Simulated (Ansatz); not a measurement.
The calculation's input:

```
crystal:
  periodic: [false, false, false]
  atoms:
    - {symbol: F, position_ang: [-1.544512, 2.562668, 0.139410]}
    - {symbol: F, position_ang: [-1.891867, 3.650015, -2.229320]}
    - {symbol: Ge, position_ang: [0.888475, 1.950865, -1.353882]}
    - {symbol: Si, position_ang: [-1.469989, 2.226371, -1.646310]}
    - {symbol: Si, position_ang: [0.161746, 2.603883, 0.835677]}
    - {symbol: H, position_ang: [-2.531086, 1.216047, -1.822130]}
    - {symbol: H, position_ang: [1.706536, 2.991047, -2.109003]}
    - {symbol: H, position_ang: [1.347463, 0.499370, -1.439942]}
    - {symbol: H, position_ang: [0.053668, 1.598223, 1.916055]}
    - {symbol: H, position_ang: [0.272678, 4.014635, 1.268647]}
basis:
  gaussian:
    orbitals: def2-SVPD
output:
  forces: true
  orbitals: {seedname: orbitals}
total_charge: 1
hamiltonian:
  xc: {name: PBE0}
```

Command:

```sh
ansatz run input.yaml --threads 2 --pin off --max-ram 4350MiB --events-out events.jsonl --progress --plain --runs-dir runs
```

Geometry: PBE0-D3(BJ)/def2-SVP.

Method: isolated molecule in a Gaussian basis; Kohn-Sham density functional theory, functional PBE0 in Ansatz.

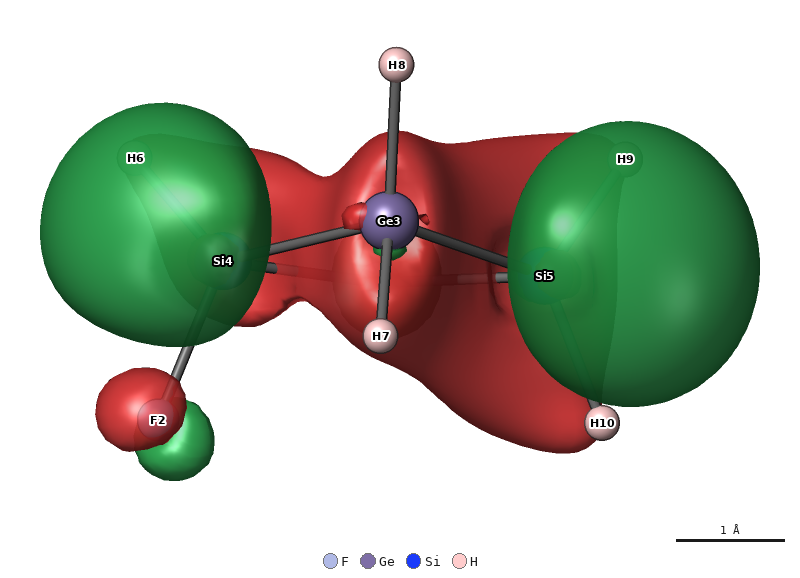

F₂GeH₅Si₂ (charge +1). One frontier orbital at ±0.1 Å⁻³ᐟ² (green and red are the two phases), seen from one side.

**Which orbital is it: HOMO or LUMO?**

The LUMO, at −6.83 eV. By Hirshfeld shares it lies mainly on Si5 (about 40 %), Si4 (about 25 %), Ge3 (about 15 %) and F1 (about 5 %).
